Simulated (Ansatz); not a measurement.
C₂H₆N₂: several calculations on one system

### Relaxation

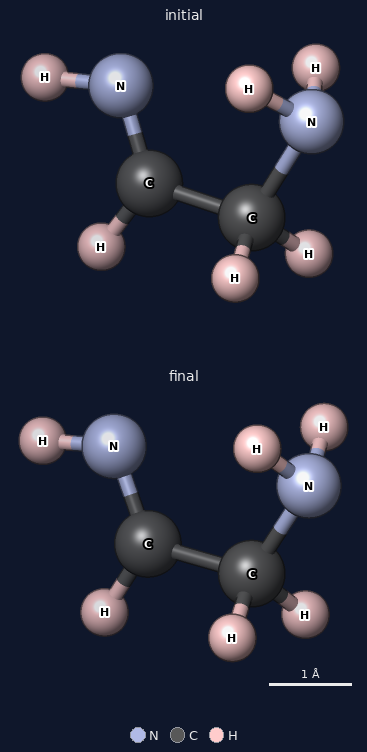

The structure of C2H6N2 before (top) and after (bottom) a relaxation, at one scale.

The picture is a ball-and-stick view, seen at a tilt.

The run prepares an end point of a later path (torsion) calculation, from a guessed geometry.

Theory: RKS PBE0-D4/def2-SVP (Ansatz 0.2.0).

Input file:
```yaml
crystal:
  periodic: [false, false, false]
  atoms:
    - { symbol: "N", position_ang: [-0.9425, 0.9399, -0.7074] }
    - { symbol: C, position_ang: [-0.9127, -0.0727, 0.0274] }
    - { symbol: C, position_ang: [0.3849, -0.6571, 0.4507] }
    - { symbol: "N", position_ang: [1.6009, 0.1405, -0.0806] }
    - { symbol: H, position_ang: [-1.9758, 1.2031, -0.9109] }
    - { symbol: H, position_ang: [-1.8213, -0.567, 0.3765] }
    - { symbol: H, position_ang: [0.4782, -0.6653, 1.5617] }
    - { symbol: H, position_ang: [0.5113, -1.6748, 0.1034] }
    - { symbol: H, position_ang: [1.3714, 1.1178, 0.2489] }
    - { symbol: H, position_ang: [1.3888, 0.1845, -1.0666] }
basis:
  gaussian: { orbitals: def2-SVP }
hamiltonian:
  xc: pbe0
  dispersion: d4
relax:
  f_tol: 0.015
  max_steps: 40
output:
  orbitals: {}
```

Launched with:
```bash
ansatz run input.yaml --threads 1 --pin off --max-ram 2048MiB --backend cpu --events-out ev --progress --plain --runs-dir out
```

Summarise the run.

Over 7 geometry steps the energy falls by 32.3 kJ/mol. Largest force component: 2.6 eV/Å at the start, 0.004 eV/Å at the end. H10 moves most after the best rigid fit: 0.12 Å. Largest moves by element: H 0.12 Å, N 0.09 Å, C 0.07 Å. Among the contacts that change: C3–N4 1.548 → 1.439 Å, N1–H5 1.086 → 1.024 Å, N4–H9 1.057 → 1.020 Å, C3–H8 1.083 → 1.107 Å. Among the angles between lasting bonds that change: C3–N4–H9 101.5° → 108.4°, C2–C3–H8 112.4° → 107.8°, N4–C3–H7 106.3° → 110.1°. The run took 26 s on 1 thread of Intel(R) Xeon(R) Processor @ 2.70GHz (shared host), peak memory 0.17 GiB.

### Relaxation

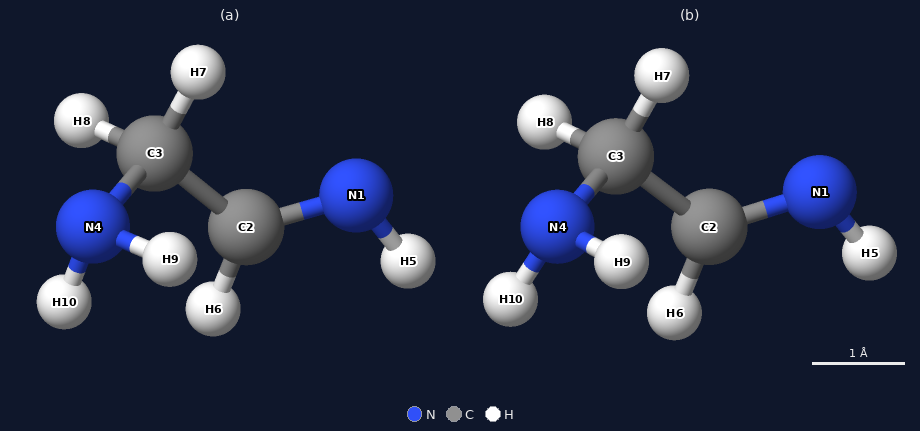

The structure of C₂H₆N₂ before (left) and after (right) a relaxation, at one scale.

Style: ball-and-stick. Shown from a free direction.

The run prepares an end point of a later path (torsion) calculation, from a guessed geometry.

The calculation used Ansatz 0.2.0, RKS PBE0-D4/def2-SVP. (no spin polarisation; force threshold 0.015 eV/Å; at most 40 steps)

> Describe what moved and what it gained.

H10 moves most after the best rigid fit: 0.16 Å. Largest moves by element: H 0.16 Å, N 0.09 Å, C 0.05 Å. Near-neighbour distances that change, for instance: C3–N4 1.548 → 1.450 Å, N1–H5 1.086 → 1.025 Å, N4–H9 1.057 → 1.018 Å, C3–H8 1.083 → 1.105 Å. Bond angles that change, for instance: C3–N4–H10 101.1° → 111.2°, C3–N4–H9 101.5° → 110.3°, H9–N4–H10 102.6° → 106.7°. After 9 geometry steps the energy has fallen by 0.318 eV. Largest force component: 2.6 eV/Å at the start, 0.012 eV/Å at the end.

### Path

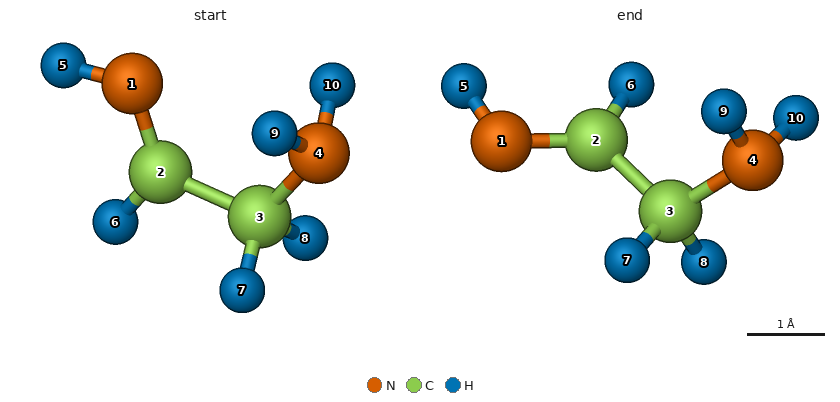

The two relaxed end points of a path for C2H6N2. A ball-and-stick model, seen at a tilt.

Computed with RKS PBE0-D4/def2-SVP in Ansatz 0.2.0.

Input file:
```yaml
crystal:
  periodic: [false, false, false]
  atoms:
    - { symbol: "N", position_ang: [-1.029261, 0.966589, -0.711889] }
    - { symbol: C, position_ang: [-0.93112, -0.06428, 0.019172] }
    - { symbol: C, position_ang: [0.41413, -0.599549, 0.429304] }
    - { symbol: "N", position_ang: [1.560591, 0.12429, -0.053163] }
    - { symbol: H, position_ang: [-2.011493, 1.189949, -0.893352] }
    - { symbol: H, position_ang: [-1.805934, -0.631977, 0.399496] }
    - { symbol: H, position_ang: [0.435564, -0.651451, 1.534503] }
    - { symbol: H, position_ang: [0.470077, -1.656975, 0.107672] }
    - { symbol: H, position_ang: [1.475549, 1.09681, 0.24145] }
    - { symbol: H, position_ang: [1.505098, 0.175494, -1.070093] }
basis:
  gaussian: { orbitals: def2-SVP }
hamiltonian:
  xc: pbe0
  dispersion: d4
neb:
  order_check: false
  images: 7
  f_tol: 0.05
  max_iterations: 60
  initial_path: idpp
  final_atoms:
    - { symbol: "N", position_ang: [-1.74482829, 0.71758016, 0.37732185] }
    - { symbol: C, position_ang: [-0.84658648, 0.04600875, -0.21390455] }
    - { symbol: C, position_ang: [0.36195877, -0.482156, 0.50581088] }
    - { symbol: "N", position_ang: [1.62582332, -0.03473111, -0.0475335] }
    - { symbol: H, position_ang: [-2.47103925, 1.0076314, -0.28504652] }
    - { symbol: H, position_ang: [-0.86621627, -0.17025359, -1.30507855] }
    - { symbol: H, position_ang: [0.28282937, -0.18051069, 1.56211453] }
    - { symbol: H, position_ang: [0.33917334, -1.58645905, 0.48560736] }
    - { symbol: H, position_ang: [1.66289771, 0.98273893, -0.06730453] }
    - { symbol: H, position_ang: [1.73918878, -0.3509488, -1.00888698] }
```

Launched with:
```bash
ansatz run input.yaml --threads 1 --pin off --max-ram 2048MiB --backend cpu --events-out ev --progress --plain --runs-dir out
```

> Predict the minimum-energy path and its barrier.

The energy climbs by 0.179 eV to image 5 and then falls by 0.050 eV, so the end point sits at +0.129 eV. The motion is a rotation about the C2–C3 bond by about 125°. No bond forms or breaks between the ends. Among the angles between lasting bonds that change up to the highest image: H7–C3–H8 104.2° → 107.0°, C2–C3–N4 116.2° → 113.9°. The band converged in 7 iterations. The largest component of the band force went from 1.6 to 0.039 eV/Å. The climbing image converged on the top of the path. Its vibrational analysis gives one imaginary mode (146i cm⁻¹), as a transition state must have.

Energies of the converged images:

```csv
image,path (Å),E (eV)
0,0.00,0.000
1,0.38,0.009
2,0.75,0.049
3,1.13,0.111
4,1.50,0.162
5,1.88,0.179
6,2.32,0.162
7,2.75,0.138
8,3.19,0.129
```

The geometry at the top of the path:

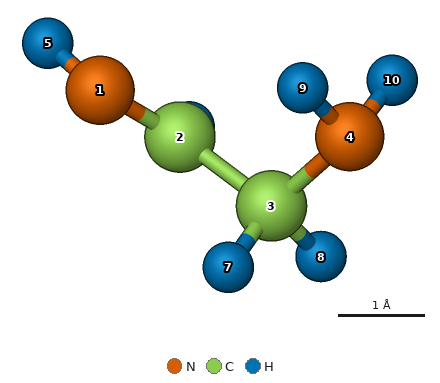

The run took 2.9 min on 1 thread of Intel(R) Xeon(R) Processor @ 2.70GHz (shared host), peak memory 0.17 GiB.
